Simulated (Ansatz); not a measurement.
Formation energy of the bound charge states of N_O in alpha quartz (start: the O site; 72-site cell, 2×2×2 Γ-centred sampling) against the Fermi level, Si-rich (Δμ(O) = -4.16 eV, Δμ(N) = -1.94 eV, bounded by Si2N2O (Cmc2_1); only phases computed here count, gases as isolated molecules at 0 K). Computed with PBE, PAW (plane waves to 420 eV; Ansatz, an electronic-structure program).

Details: 72-site cell; 2×2×2 Γ-centred k-points; host gap 5.68 eV; charged states image-corrected; finite-size errors of tenths of an eV; flagged in the runs: a host whose relaxation on this sampling wasn't shown to rest, a strain field that reaches the edge of the cell.

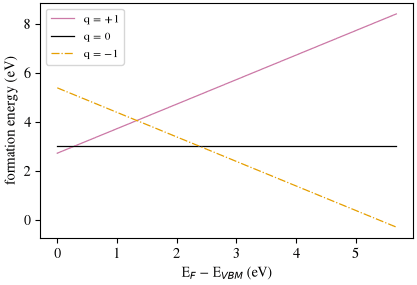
Fig. 1. Formation energy of each charge state against the Fermi level

Crossings of the lowest lines: (+1/0) at 0.31 eV; (0/−1) at 2.36 eV. At the valence-band maximum: q = +1: 2.71 eV; q = 0: 3.02 eV; q = −1: 5.38 eV.
